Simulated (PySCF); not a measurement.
**C2H5B (SMILES BC=C): levels of theory compared**

Wanted: a comparison of 6 runs (HF/STO-3G, HF/3-21G, HF/def2-SVP, HF/6-311+G**, B3LYP/6-31G*, B3LYP/def2-TZVP) of C2H5B. 

The calculation is run with PySCF 2.14.0.

## 1. The system as given

The species is C2H5B (8 atoms), meant as a singlet with charge 0. As SMILES, `BC=C`. Geometry: relaxed at PBE0-D4/def2-TZVP.

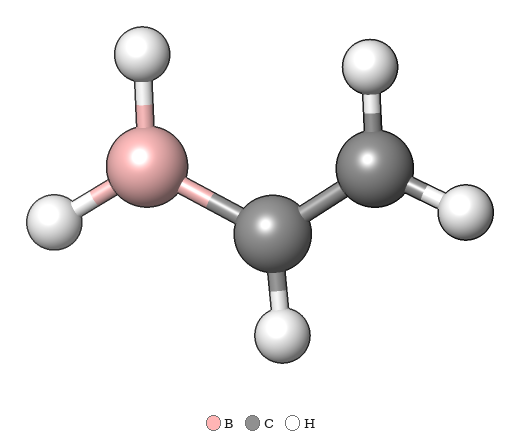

The structure, seen from a chosen angle (boron pink, carbon grey, hydrogen white).

## 2. Energy and forces at HF/STO-3G (run 1)

run.py reads:

```python
# BC=C
import pyscf.grad
from pyscf import gto

molecule = gto.M(
    atom='''
B     -0.619200     0.876300    -0.693900
C      0.322000     0.273500     0.357500
C      0.459500    -1.054300     0.465500
H     -1.226400     0.135900    -1.414800
H     -0.762800     2.058300    -0.813400
H      0.897400     0.899500     1.037300
H     -0.092700    -1.722500    -0.189400
H      1.114300    -1.523800     1.195500
''',
    max_memory=1860,
    verbose=4,
    spin=0,
    basis='sto-3g',
)

hf = molecule.RHF()
hf.conv_tol = 1e-10
hf.kernel()
if not hf.converged:
    hf = hf.newton().run(hf.mo_coeff, hf.mo_occ)

e_final = hf.e_tot
print('E(%s) = %.9f' % ('HF', e_final))
grad = hf.Gradients().kernel()
dip = hf.dip_moment()
pop, q = hf.mulliken_pop()
```

Launch:

```bash
OMP_NUM_THREADS=1 python run.py
```

What it wrote:

```text
PySCF version 2.14.0

[... 62 lines left out ...]
converged SCF energy = -102.024519865567
[... 12 lines left out ...]
Dipole moment(X, Y, Z, Debye):  0.42762, -0.73858,  0.46112
[... 29 lines left out ...]
charge of    7H =      0.06642
```

It took 2.1 s on 1 thread of Intel Xeon at 2.50GHz (Skylake/Cascade Lake), shared host; peak memory 0.12 GiB.

## 3. Energy and forces at HF/3-21G (run 2)

input.py reads:

```python
from pyscf import gto, scf

molecule = gto.M(
    atom='''
B       -0.619200       0.876300      -0.693900
C        0.322000       0.273500       0.357500
C        0.459500      -1.054300       0.465500
H       -1.226400       0.135900      -1.414800
H       -0.762800       2.058300      -0.813400
H        0.897400       0.899500       1.037300
H       -0.092700      -1.722500      -0.189400
H        1.114300      -1.523800       1.195500
''',
    spin=0,
    max_memory=1860,
    verbose=3,
    basis='3-21g',
)

mf = scf.RHF(molecule)
mf.conv_tol = 1e-10
mf.kernel()
if not mf.converged:
    mf = mf.newton().run(mf.mo_coeff, mf.mo_occ)

e_tot = mf.e_tot
print(f'total energy: {e_tot:.8f} hartree')
grad = mf.nuc_grad_method().kernel()
mf.analyze()
```

Launch:

```bash
OMP_NUM_THREADS=1 python input.py
```

What it wrote:

```text
converged SCF energy = -102.713980638165
total energy: -102.71398064 hartree
--------------- RHF gradients ---------------
         x                y                z
0 B     0.0053472355    -0.0049011018     0.0059540471
1 C    -0.0100005361     0.0100687376    -0.0110702389
2 C     0.0005872858    -0.0015586122     0.0006305317
3 H    -0.0011134416    -0.0028599039    -0.0013904118
4 H     0.0002238949     0.0033036331     0.0003726923
5 H     0.0045413044     0.0036207195     0.0053189529
6 H    -0.0051021329    -0.0040278926    -0.0059774606
7 H     0.0055163900    -0.0036455797     0.0061618873
----------------------------------------------
**** MO energy ****
MO #1   energy= -11.2002256959898  occ= 2
MO #2   energy= -11.1560703964818  occ= 2
MO #3   energy= -7.55404446041617  occ= 2
MO #4   energy= -1.04591809324549  occ= 2
MO #5   energy= -0.801040907113809 occ= 2
MO #6   energy= -0.688924885568011 occ= 2
MO #7   energy= -0.626051273857174 occ= 2
MO #8   energy= -0.560955626710892 occ= 2
MO #9   energy= -0.471862469886699 occ= 2
MO #10  energy= -0.465090747420891 occ= 2
MO #11  energy= -0.392097938801282 occ= 2
MO #12  energy= 0.0729005290977511 occ= 0
MO #13  energy= 0.229030362981758  occ= 0
MO #14  energy= 0.282440275913427  occ= 0
MO #15  energy= 0.306857877879352  occ= 0
MO #16  energy= 0.336593664700525  occ= 0
MO #17  energy= 0.367542594754956  occ= 0
MO #18  energy= 0.405681154893596  occ= 0
MO #19  energy= 0.426667611268061  occ= 0
MO #20  energy= 0.541107107609307  occ= 0
MO #21  energy= 0.669196842972387  occ= 0
MO #22  energy= 0.699616650013116  occ= 0
MO #23  energy= 0.727030093640766  occ= 0
MO #24  energy= 0.86002317509739   occ= 0
MO #25  energy= 0.965595169582222  occ= 0
MO #26  energy= 1.00406504591156   occ= 0
MO #27  energy= 1.07659938291415   occ= 0
MO #28  energy= 1.1068776420638    occ= 0
MO #29  energy= 1.27516030330869   occ= 0
MO #30  energy= 1.31116165032278   occ= 0
MO #31  energy= 1.32824199943108   occ= 0
MO #32  energy= 1.37286827858766   occ= 0
MO #33  energy= 1.44835314667068   occ= 0
MO #34  energy= 1.45898038286308   occ= 0
MO #35  energy= 1.68921205578607   occ= 0
MO #36  energy= 1.76345644095183   occ= 0
MO #37  energy= 2.06691656587522   occ= 0
 ** Mulliken atomic charges  **
charge of    0B =      0.06393
charge of    1C =     -0.21386
charge of    2C =     -0.10507
charge of    3H =     -0.02591
charge of    4H =     -0.02088
charge of    5H =      0.09513
charge of    6H =      0.10426
charge of    7H =      0.10241
Dipole moment(X, Y, Z, Debye):  0.61203, -0.98714,  0.66236
```

Run time: 2 s. Hardware: 1 thread of Intel Xeon at 2.50GHz (Skylake/Cascade Lake), shared host; peak memory 0.12 GiB.

Run 3 isn't shown in full; the table further down has it.

## 4. Energy and gradient at HF/6-311+G(d,p) (run 4)

calc.py reads:

```python
import pyscf.grad
from pyscf import gto

mol = gto.Mole()
mol.atom = [
    ('B', (-0.619200, 0.876300, -0.693900)),
    ('C', (0.322000, 0.273500, 0.357500)),
    ('C', (0.459500, -1.054300, 0.465500)),
    ('H', (-1.226400, 0.135900, -1.414800)),
    ('H', (-0.762800, 2.058300, -0.813400)),
    ('H', (0.897400, 0.899500, 1.037300)),
    ('H', (-0.092700, -1.722500, -0.189400)),
    ('H', (1.114300, -1.523800, 1.195500)),
]
mol.basis = '6-311+g**'
mol.max_memory = 1860
mol.verbose = 4
mol.build()

myscf = mol.RHF()
myscf.conv_tol = 1e-10
myscf.kernel()
if not myscf.converged:
    myscf = myscf.newton().run(myscf.mo_coeff, myscf.mo_occ)

energy = myscf.e_tot
print('Final energy', energy)
grad = myscf.Gradients().kernel()
dip = myscf.dip_moment()
pop, q = myscf.mulliken_pop()
```

Launch:

```bash
OMP_NUM_THREADS=1 python calc.py
```

What it wrote:

```text
PySCF version 2.14.0

[... 64 lines left out ...]
converged SCF energy = -103.316631826484
Final energy -103.31663182648435
[... 11 lines left out ...]
Dipole moment(X, Y, Z, Debye):  0.54392, -0.88072,  0.58839
[... 105 lines left out ...]
charge of    7H =      0.13914
```

Run time: 14 s. Hardware: 1 thread of Intel Xeon at 2.50GHz (Skylake/Cascade Lake), shared host; peak memory 0.2 GiB.

Run 5 isn't shown in full; the table further down has it.

## 5. Energy and gradient at B3LYP/def2-TZVP (run 6)

job.py reads:

```python
from pyscf import gto, dft

mol = gto.Mole()
mol.atom = '''
B   -0.619200   0.876300  -0.693900
C    0.322000   0.273500   0.357500
C    0.459500  -1.054300   0.465500
H   -1.226400   0.135900  -1.414800
H   -0.762800   2.058300  -0.813400
H    0.897400   0.899500   1.037300
H   -0.092700  -1.722500  -0.189400
H    1.114300  -1.523800   1.195500
'''
mol.max_memory = 1860
mol.basis = 'def2-tzvp'
mol.spin = 0
mol.verbose = 4
mol.build()

mf = dft.RKS(mol, xc='b3lyp')
mf.grids.level = 5
mf.conv_tol = 1e-10
mf.kernel()
if not mf.converged:
    mf = mf.newton().run(mf.mo_coeff, mf.mo_occ)

energy = mf.e_tot
print('E(%s) = %.9f' % ('B3LYP', energy))
grad = mf.nuc_grad_method().kernel()
mf.analyze()
```

Launch:

```bash
OMP_NUM_THREADS=1 python job.py
```

What it wrote:

```text
PySCF version 2.14.0

[... 91 lines left out ...]
Total Energy =                        -104.071200916917178
[... 17 lines left out ...]
MO #11  energy= -0.303750280909583 occ= 2
[... 15 lines left out ...]
MO #27  energy= 0.306719170797182  occ= 0
[... 15 lines left out ...]
MO #43  energy= 0.745304548691001  occ= 0
[... 15 lines left out ...]
MO #59  energy= 1.49972417770043   occ= 0
[... 15 lines left out ...]
MO #75  energy= 2.01844680519038   occ= 0
[... 15 lines left out ...]
MO #91  energy= 2.74054415071484   occ= 0
[... 15 lines left out ...]
MO #107 energy= 3.43990966402974   occ= 0
[... 15 lines left out ...]
MO #123 energy= 22.6115152619366   occ= 0
[... 134 lines left out ...]
Dipole moment(X, Y, Z, Debye):  0.68138, -0.90223,  0.74434
```

It took 95 s on 1 thread of Intel Xeon at 2.50GHz (Skylake/Cascade Lake), shared host; peak memory 1.3 GiB.

## 6. Overview of the runs

```csv
run,level,integration grid,energy (Eh),dipole moment (D),HOMO energy (eV),LUMO energy (eV),wall time
1,HF/STO-3G,–,-102.024520,0.97,-9.13,5.44,2.1 s
2,HF/3-21G,–,-102.713981,1.34,-10.67,1.98,2 s
3,HF/def2-SVP,–,-103.215087,1.26,-10.66,1.79,5.1 s
4,HF/6-311+G**,–,-103.316632,1.19,-10.64,1.28,14 s
5,B3LYP/6-31G* (spherical functions),5,-104.027179,1.39,-7.96,-1.88,23 s
6,B3LYP/def2-TZVP,5,-104.071201,1.35,-8.27,-2.29,95 s
```

## 7. Outcome

| quantity | value |
| --- | --- |
| run 6: total energy | -104.07120 Eh |
| run 6: dipole moment | 1.35 D |
| run 6: HOMO energy | -8.27 eV |
| run 6: LUMO energy | -2.29 eV |
| run 6: HOMO–LUMO gap | 5.97 eV |
| run 6: largest force on an atom | 0.170 eV/Å |

The dipole moment (its size) runs from 0.97 D (HF/STO-3G) to 1.39 D (B3LYP/6-31G*). The two ends differ in method and basis. The HOMO–LUMO gap runs from 5.97 eV (B3LYP/def2-TZVP) to 14.57 eV (HF/STO-3G). In run 1 the basis is minimal, so the values are rough. All runs together took 2.4 min, the longest 95 s.
